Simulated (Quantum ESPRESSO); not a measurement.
# MnPSe3: which magnetic order is lowest, part 2 of 2

Does MnPSe3 prefer parallel or opposed moments?

Quantum ESPRESSO 7.5; PBEsol with U = 4 eV on Mn d (ortho-atomic projectors); plane waves with GBRV 1.5 PBEsol potentials, no spin-orbit coupling.

So far, absolute magnetization (μB): step 2 (start 1: ferro ++) 10.0.

**3. Start 2: antiferro +−**

pw.in

```
&CONTROL
  calculation = 'scf'
  prefix = 'pwscf'
  outdir = './tmp'
  pseudo_dir = './pseudo'
  disk_io = 'nowf'
/
&SYSTEM
  ibrav = 0
  celldm(1) = 8
  nat = 10
  ntyp = 4
  ecutwfc = 40
  ecutrho = 280
  nbnd = 51
  occupations = 'smearing'
  smearing = 'fd'
  degauss = 0.00367493
  nspin = 2
  starting_magnetization(1) = 0.3
  starting_magnetization(2) = -0.3
  starting_magnetization(3) = 0
  starting_magnetization(4) = 0
/
&ELECTRONS
  conv_thr = 2d-08
  electron_maxstep = 150
  mixing_beta = 0.3
/
ATOMIC_SPECIES
Mn1    54.9380 mn_pbesol_v1.5.uspp.F.UPF
Mn2    54.9380 mn_pbesol_v1.5.uspp.F.UPF
P      30.9738 p_pbesol_v1.5.uspp.F.UPF
Se     78.9710 se_pbesol_v1.uspp.F.UPF
CELL_PARAMETERS alat
   0.7558385856790    0.4363836109003    1.6311873965189
  -0.7558385856790    0.4363836109003    1.6311873965189
   0.0000000000000   -0.8727672218006    1.6311873965189
ATOMIC_POSITIONS crystal
Mn1     0.8323828600    0.8323828600    0.8323828600
Mn2     0.1676171400    0.1676171400    0.1676171400
P       0.5535793900    0.5535793900    0.5535793900
P       0.4464206100    0.4464206100    0.4464206100
Se      0.4151439300    0.7494138000    0.0889330100
Se      0.0889330100    0.4151439300    0.7494138000
Se      0.7494138000    0.0889330100    0.4151439300
Se      0.5848560700    0.2505862000    0.9110669900
Se      0.9110669900    0.5848560700    0.2505862000
Se      0.2505862000    0.9110669900    0.5848560700
K_POINTS automatic
4 4 4 0 0 0
HUBBARD {ortho-atomic}
U Mn1-3d 4.0000
U Mn2-3d 4.0000
```

The run is started by

```sh
$ OMP_NUM_THREADS=1 mpirun -n 4 pw.x -nk 4 -in pw.in > pw.out
```

Log:

```text
[banner, memory and clock lines left out]
Program PWSCF v.7.5 starts

     Message from routine setup:
     using ibrav=0 with symmetry is DISCOURAGED, use correct ibrav instead

     bravais-lattice index     =            0
     lattice parameter (alat)  =       8.0000  a.u.
     unit-cell volume          =    1652.8086 (a.u.)^3
     number of atoms/cell      =           10
     number of atomic types    =            4
     number of electrons       =        76.00
     number of Kohn-Sham states=           51
     kinetic-energy cutoff     =      40.0000  Ry
     charge density cutoff     =     280.0000  Ry
     scf convergence threshold =      2.0E-08
     mixing beta               =       0.3000
     number of iterations used =            8  plain     mixing
     Exchange-correlation= SLA  PW   PSX  PSC
                           (   1   4  10   8   0   0   0)
     Hubbard projectors: ortho-atomic
     Hubbard parameters of DFT+U (Dudarev formulation) in eV:
     U(Mn1-3d) =  4.0000
     U(Mn2-3d) =  4.0000

     Internal variables: lda_plus_u =T, lda_plus_u_kind = 0

     Internal variables: orbital_resolved =F, hub_pot_fix =F, apply_U = F

     celldm(1)=   8.000000  celldm(2)=   0.000000  celldm(3)=   0.000000
     celldm(4)=   0.000000  celldm(5)=   0.000000  celldm(6)=   0.000000

     crystal axes: (cart. coord. in units of alat)
               a(1) = (   0.755839   0.436384   1.631187 )
               a(2) = (  -0.755839   0.436384   1.631187 )
               a(3) = (   0.000000  -0.872767   1.631187 )

     reciprocal axes: (cart. coord. in units 2 pi/alat)
               b(1) = (  0.661517  0.381927  0.204350 )
               b(2) = ( -0.661517  0.381927  0.204350 )
               b(3) = (  0.000000 -0.763854  0.204350 )

     PseudoPot. # 1 for Mn read from file:
     mn_pbesol_v1.5.uspp.F.UPF
     Pseudo is Ultrasoft + core correction, Zval = 15.0

     PseudoPot. # 2 for Mn read from file:
     mn_pbesol_v1.5.uspp.F.UPF
     Pseudo is Ultrasoft + core correction, Zval = 15.0

     PseudoPot. # 3 for P  read from file:
     p_pbesol_v1.5.uspp.F.UPF
     Pseudo is Ultrasoft + core correction, Zval =  5.0

     PseudoPot. # 4 for Se read from file:
     se_pbesol_v1.uspp.F.UPF
     Pseudo is Ultrasoft + core correction, Zval =  6.0

     atomic species   valence    mass     pseudopotential
     Mn1              15.00    54.93800     Mn( 1.00)
     Mn2              15.00    54.93800     Mn( 1.00)
     P                 5.00    30.97380     P ( 1.00)
     Se                6.00    78.97100     Se( 1.00)

     Starting magnetic structure
     atomic species   magnetization
     Mn1             0.300
     Mn2            -0.300
     P               0.000
     Se              0.000

      3 Sym. Ops. (no inversion) found

   Cartesian axes

     site n.     atom                  positions (alat units)
         1        Mn1    tau(   1) = (  -0.0000000  -0.0000000   4.0733173  )
         2        Mn2    tau(   2) = (   0.0000000   0.0000000   0.8202449  )
         3        P      tau(   3) = (  -0.0000000  -0.0000000   2.7089752  )
         4        P      tau(   4) = (   0.0000000   0.0000000   2.1845870  )
         5        Se     tau(   5) = (  -0.2526541   0.4305761   2.0446783  )
         6        Se     tau(   6) = (  -0.2465628  -0.4340929   2.0446783  )
         7        Se     tau(   7) = (   0.4992169   0.0035168   2.0446783  )
         8        Se     tau(   8) = (   0.2526541  -0.4305761   2.8488839  )
         9        Se     tau(   9) = (   0.2465628   0.4340929   2.8488839  )
        10        Se     tau(  10) = (  -0.4992169  -0.0035168   2.8488839  )

     number of k points=    14  Fermi-Dirac smearing, width (Ry)=  0.0037
                       cart. coord. in units 2pi/alat
        k(    1) = (   0.0000000   0.0000000   0.0000000), wk =   0.0156250
        k(    2) = (   0.0000000  -0.1909635   0.0510875), wk =   0.0937500
        k(    3) = (   0.0000000   0.3819270  -0.1021751), wk =   0.0468750
        k(    4) = (  -0.1653792  -0.0954817   0.1021751), wk =   0.0937500
        k(    5) = (  -0.1653792   0.4774087  -0.0510875), wk =   0.0937500
        [... 9 further k-points ...]

     Dense  grid:   130893 G-vectors     FFT dimensions: (  80,  80,  80)

     Smooth grid:    56513 G-vectors     FFT dimensions: (  60,  60,  60)

     Check: negative core charge=   -0.000012
     Generating pointlists ...
     new r_m :   0.2665 (alat units)  2.1318 (a.u.) for type    1
     new r_m :   0.2665 (alat units)  2.1318 (a.u.) for type    2
     new r_m :   0.2139 (alat units)  1.7109 (a.u.) for type    3
     new r_m :   0.2139 (alat units)  1.7109 (a.u.) for type    4

     Initial potential from superposition of free atoms

     starting charge      74.9991, renormalised to      76.0000

     STARTING HUBBARD OCCUPATIONS:

     =================== HUBBARD OCCUPATIONS ===================
     ------------------------ ATOM    1 ------------------------
     Tr[ns(  1)] (up, down, total) =   5.00000  0.00000  5.00000
     Atomic magnetic moment for atom   1 =   5.00000
     [... lines left out ...]
     ------------------------ ATOM    2 ------------------------
     Tr[ns(  2)] (up, down, total) =   0.00000  5.00000  5.00000
     Atomic magnetic moment for atom   2 =  -5.00000
     [... lines left out ...]
     Number of occupied Hubbard levels =   10.0000

     Atomic wfc used for Hubbard projectors are orthogonalized

     Starting wfcs are   58 randomized atomic wfcs

     Self-consistent Calculation

     iteration #  1     ecut=    40.00 Ry     beta= 0.30
     Davidson diagonalization with overlap
     ethr =  1.00E-02,  avg # of iterations =  3.1

     =================== HUBBARD OCCUPATIONS ===================
     ------------------------ ATOM    1 ------------------------
     Tr[ns(  1)] (up, down, total) =   4.94987  0.22762  5.17749
     Atomic magnetic moment for atom   1 =   4.72226
     [... lines left out ...]
     ------------------------ ATOM    2 ------------------------
     Tr[ns(  2)] (up, down, total) =   0.22761  4.94987  5.17749
     Atomic magnetic moment for atom   2 =  -4.72226
     [... lines left out ...]
     Number of occupied Hubbard levels =   10.3550

     Threshold (ethr) on eigenvalues was too large:
     Diagonalizing with lowered threshold

     Davidson diagonalization with overlap
     ethr =  4.97E-04,  avg # of iterations =  2.2

     total energy              =    -712.92049568 Ry
     estimated scf accuracy    <       0.38549639 Ry

     total magnetization       =    -0.00 Bohr mag/cell
     absolute magnetization    =     9.63 Bohr mag/cell

     iteration #  2     ecut=    40.00 Ry     beta= 0.30
     Davidson diagonalization with overlap
     ethr =  5.07E-04,  avg # of iterations =  3.1

     total energy              =    -712.96793613 Ry
     estimated scf accuracy    <       0.07724393 Ry

     total magnetization       =     0.00 Bohr mag/cell
     absolute magnetization    =     9.59 Bohr mag/cell

     [... further iterations left out ...]

     iteration # 10     ecut=    40.00 Ry     beta= 0.30
     Davidson diagonalization with overlap
     ethr =  1.56E-10,  avg # of iterations =  5.8

     negative rho (up, down):  1.818E-04 1.818E-04

     total energy              =    -712.98259290 Ry
     estimated scf accuracy    <       0.00000006 Ry

     total magnetization       =     0.00 Bohr mag/cell
     absolute magnetization    =     9.68 Bohr mag/cell

     iteration # 11     ecut=    40.00 Ry     beta= 0.30
     Davidson diagonalization with overlap
     ethr =  7.32E-11,  avg # of iterations =  2.1

     negative rho (up, down):  1.814E-04 1.814E-04

     Magnetic moment per site  (integrated on atomic sphere of radius R)
     atom   1 (R=0.266)  charge= 13.3314  magn=  4.4927
     atom   2 (R=0.266)  charge= 13.3314  magn= -4.4927
     atom   3 (R=0.214)  charge=  2.4235  magn= -0.0002
     atom   4 (R=0.214)  charge=  2.4235  magn=  0.0002
     atom   5 (R=0.214)  charge=  2.8548  magn= -0.0003
     atom   6 (R=0.214)  charge=  2.8548  magn= -0.0003
     atom   7 (R=0.214)  charge=  2.8548  magn= -0.0003
     atom   8 (R=0.214)  charge=  2.8548  magn=  0.0003
     atom   9 (R=0.214)  charge=  2.8548  magn=  0.0003
     atom  10 (R=0.214)  charge=  2.8548  magn=  0.0003

     End of self-consistent calculation

     =================== HUBBARD OCCUPATIONS ===================
     ------------------------ ATOM    1 ------------------------
     Tr[ns(  1)] (up, down, total) =   4.96964  0.29565  5.26529
     Atomic magnetic moment for atom   1 =   4.67398
     [... lines left out ...]
     ------------------------ ATOM    2 ------------------------
     Tr[ns(  2)] (up, down, total) =   0.29565  4.96964  5.26529
     Atomic magnetic moment for atom   2 =  -4.67399
     [... lines left out ...]
     Number of occupied Hubbard levels =   10.5306

     [... lines left out ...]
     the Fermi energy is     6.2628 ev

!    total energy              =    -712.98259296 Ry
     estimated scf accuracy    <          3.0E-09 Ry
     smearing contrib. (-TS)   =      -0.00000000 Ry
     internal energy E=F+TS    =    -712.98259296 Ry

     The total energy is F=E-TS. E is the sum of the following terms:
     one-electron contribution =    -419.03678631 Ry
     hartree contribution      =     234.73259172 Ry
     xc contribution           =    -241.13017047 Ry
     ewald contribution        =    -287.63543628 Ry
     Hubbard energy            =       0.08720838 Ry

     total magnetization       =     0.00 Bohr mag/cell
     absolute magnetization    =     9.68 Bohr mag/cell

     convergence has been achieved in  11 iterations
```

The job ended after 96 s (4 MPI ranks of Arm Neoverse V2, shared host; peak memory 1.3 GiB; 6.4 min of CPU time).

Spin moment in the atom's sphere by atom:

```tsv
atom	spin moment in the atom's sphere (μB)
Mn1	4.49
Mn2	-4.49
P3	0.00
P4	0.00
Se5	0.00
Se6	0.00
Se7	0.00
Se8	0.00
Se9	0.00
Se10	0.00
```

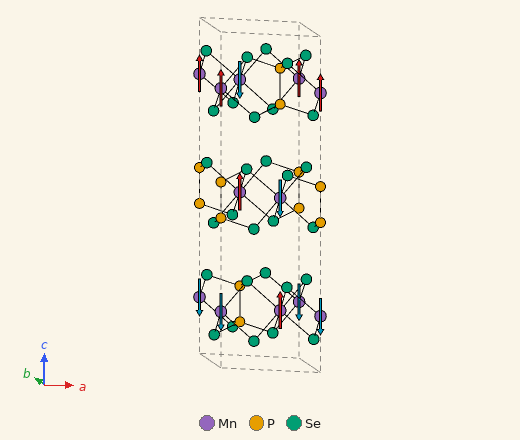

Spin moment in the atom's sphere as arrows, the longest 4.49 μB. Up and down stand for the sign. Arrows give size and sign along the axis of quantisation, drawn up and down the page. The two directions have two colours. Some periodic images of atoms are drawn too.

This step gave:

* smearing term TS: 3.24e-9 eV
* magnetization: 0 μB
* absolute magnetization: 9.684 μB
* final state: antiferromagnetic

**4. The states side by side**

An order is kept where moments of 0.15 μB or more survive with the typed signs; meshes match where a doubled cell samples the same k points as the first cell.

Orders:

```tsv
start	final state	typed order kept	energy over the lowest (meV a seeded atom)	largest site moment (μB)	net moment (μB a cell of the first run)	mesh matched	CPU time (s)
ferro ++	ferromagnetic	yes	24.65	4.514	10	yes	397.7
antiferro +-	antiferromagnetic	yes	0	4.493	0	yes	383.2
```

**5. Occupations of the corrected shells in the lowest state**

Occupations of the Hubbard shells:

```tsv
block	type	shell	spin	electrons	occupation numbers
1	Mn1	3d	up	4.97	0.993 0.993 0.994 0.994 0.996
1	Mn1	3d	down	0.2957	0.018 0.018 0.023 0.118 0.118
2	Mn2	3d	up	0.2956	0.018 0.018 0.023 0.118 0.118
2	Mn2	3d	down	4.97	0.993 0.993 0.994 0.994 0.996
```

**6. Results**

```yaml
lowest_state_found: antiferromagnetic (from antiferro +-)
largest_site_moment: 4.49 μB
next_state_with_moments: ferromagnetic, 24.7 meV a seeded atom higher
```

**Reading.** This is the lowest of 2 collinear or spinless starts, no proof of the ground state. A computed site moment is spin alone and hangs on the region that is counted: the program's spheres do not touch and miss the tail of the moment. Measured moments hold any orbital part as well, and belong to the order of the sample, which need not be the order of this run.

Comparison with the measured values:

| quantity | measured | in the sphere | projected shell |
| --- | --- | --- | --- |
| moment (Mn) (μB) | 4.666 | 4.49 (-3.7 %) | 4.67 (+0.2 %) |

Measured values from arxiv:2404.02328 (2024).

Verdict: For the moment, of the levels listed nearest comes projected shell (+0.2 %) and farthest in the sphere (-3.7 %). No cell relaxation is part of this session.

[Logs and program files are shortened in this print: banners, set-up blocks, solver, clock and traceback lines can be left out without a mark of their own.]

[Logs are printed without paths, hosts, clocks, repeated set-up lines and the standing remarks that a program may print on its own settings, such as how far it seeks lower states.]

[Hosts, paths, dates, database ids (printed as entryN), source tags and the programs' standing remarks are cut or masked in the printed files.]

[Where a cell is said to come from a database of computed structures, the database is the Materials Project.]
